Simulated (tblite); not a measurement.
## Frequency calculation of C$_{2}$H$_{7}$Cl$_{3}$P$_{2}$Si$_{2}$

System: C$_{2}$H$_{7}$Cl$_{3}$P$_{2}$Si$_{2}$, SMILES ClCC(Cl)(Cl)[SiH]1P[SiH2]P1.
Method: GFN2-xTB harmonic vibrations, gas phase (tblite 0.8.0).

It belongs to a series of runs on one base structure; here: CH2 inserted into a Cl-C bond.

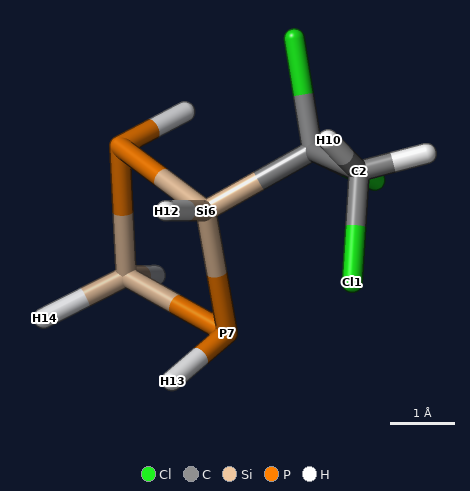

The structure as given in the input (stick view, seen at a tilt; atoms are numbered from 1 in the order of the input).

## Key numbers

```json
{"quantity": "outcome", "value": "converged"}
{"quantity": "total energy", "value": "−816.2784 eV"}
{"quantity": "zero-point energy", "value": "50.7870 kcal/mol"}
{"quantity": "hardware", "value": "1 CPU thread, shared host"}
{"quantity": "wall time", "value": "2.4 s"}
{"quantity": "peak memory", "value": "0.18 GiB"}
```

## Input
```
{"job": {"kind": "ir", "xc": "GFN2-xTB", "basis": "xTB"}, "charge": 0, "multiplicity": 1}
Cl    -2.173353     1.680701    -0.838207
C     -2.671405     0.177616    -0.044267
C     -1.441606    -0.654031     0.196672
Cl    -1.850093    -1.928677     1.368286
Cl    -0.906636    -1.416233    -1.318600
Si     0.039379     0.393831     0.851033
P      1.284710     1.070552    -0.895866
Si     2.908890    -0.023691     0.262636
P      1.570845    -0.938434     1.849479
H     -3.128341     0.446614     0.908422
H     -3.403703    -0.320731    -0.681455
H     -0.489258     1.365568     1.814737
H      1.555859     2.324682    -0.377140
H      3.844350     0.893978     0.910330
H      3.584641    -0.997277    -0.591785
H      1.268122    -2.065522     1.109282
```

The first line tells a small driver script what to run in tblite; the rest is the geometry in Å.

Launched with:
```bash
OMP_NUM_THREADS=1 python <driver script> task.json out
```

## Log
```
mode    cm-1     km/mol
  1      20.7      2.14
  2      38.5      0.15
  3      63.2      1.41
  4      76.2      1.48
  5      92.8      3.09
  6     115.5      4.74
  7     151.2      1.31
  8     208.5      3.39
  9     222.3     10.13
 10     260.3      5.89
 11     292.6      5.29
 12     331.4      0.80
 13     386.6     31.21
 14     422.1     57.80
 15     427.1      5.12
 16     445.6      4.03
 17     457.7     11.50
 18     477.9      5.04
 19     495.4      7.43
 20     522.3     10.53
 21     596.3    325.84
 22     615.4     87.14
 23     634.6     65.48
 24     658.7     26.55
 25     667.1     98.89
 26     682.5     27.48
 27     720.5     31.38
 28     727.7     66.67
 29     729.2    236.59
 30     814.7     23.47
 31     945.2      1.65
 32    1090.3      8.44
 33    1144.0      2.25
 34    1228.9      6.95
 35    1427.5     13.30
 36    2214.0    169.54
 37    2246.2    110.80
 38    2263.3    176.60
 39    2322.6     88.09
 40    2332.0    198.38
 41    2974.0      1.37
 42    2983.6      3.08
```

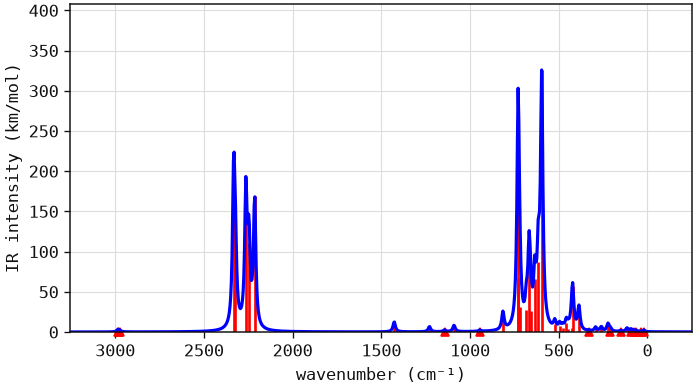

Harmonic infrared spectrum, unscaled: sticks (degenerate modes added up, dark ones marked on the axis) with a Lorentzian envelope of 16 cm⁻¹ full width, scaled to the tallest stick. 42 modes from 21 to 2984 cm⁻¹, none imaginary. The strongest line is at 596 cm⁻¹ (326 km/mol).
